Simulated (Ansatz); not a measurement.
The starting structures come from a database of crystals and need not be the phases stable at ambient conditions.

 Where the default PAW files enter, the runs use the earlier of Ansatz's two default sets.

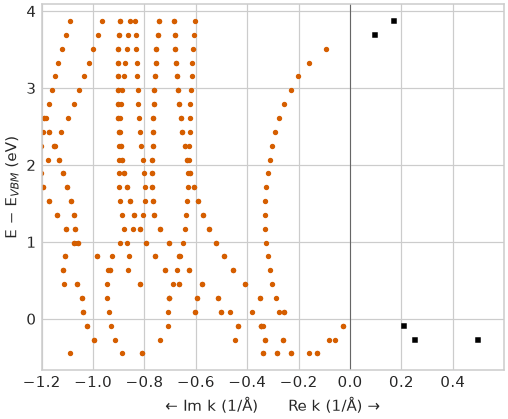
Figure. Complex bands at the centre of the two-dimensional zone; r2SCAN in Ansatz (a first-principles code)

No gap correction and no spin-orbit coupling; mid-gap values are interpolated between computed energies.

**Question.** This is KSbO$_{3}$ (R-3, not sure to be the ambient phase, 10 atoms a cell, 15.4 Å³ an atom) along the normal of (101). Read off the slowest decay at the centre of the two-dimensional zone at 1.89 eV, the computed energy nearest the middle of the gap.

**Answer.** κ ≈ 0.32 1/Å, a decay length 1/(2κ) of the density of 1.6 Å.
